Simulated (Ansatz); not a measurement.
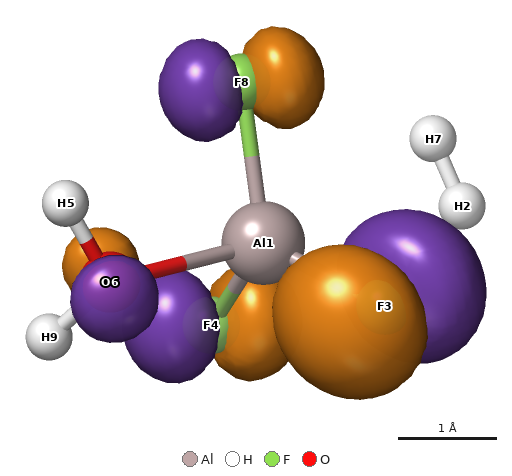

AlF₃H₂O···H₂. The HOMO−1 at ±0.15 Å⁻³ᐟ² (orange and purple are the two phases), seen at a tilt.

The product side of a reaction path; geometry: PBE0-D4/def2-TZVP.

Method: RKS PBE0-D4/def2-TZVPP (Ansatz).

| atom | x (Å) | y (Å) | z (Å) |
| --- | --- | --- | --- |
| Al | -0.1346 | -0.1021 | -0.0911 |
| H | -2.3526 | -0.5681 | 1.1483 |
| F | -1.0369 | -0.8673 | -1.2356 |
| F | 0.4596 | -1.0134 | 1.1595 |
| H | 1.8320 | 1.0672 | -1.0208 |
| O | 1.5933 | 0.1343 | -0.9569 |
| H | -2.2675 | 0.1563 | 1.3208 |
| F | -0.3868 | 1.5190 | 0.1540 |
| H | 2.2934 | -0.3260 | -0.4781 |

Q: What is the character of this orbital?

A: By Hirshfeld shares it lies mainly on F3 (about 60 %), F4 (about 15 %) and F8 (about 10 %). Its energy is −10.87 eV.
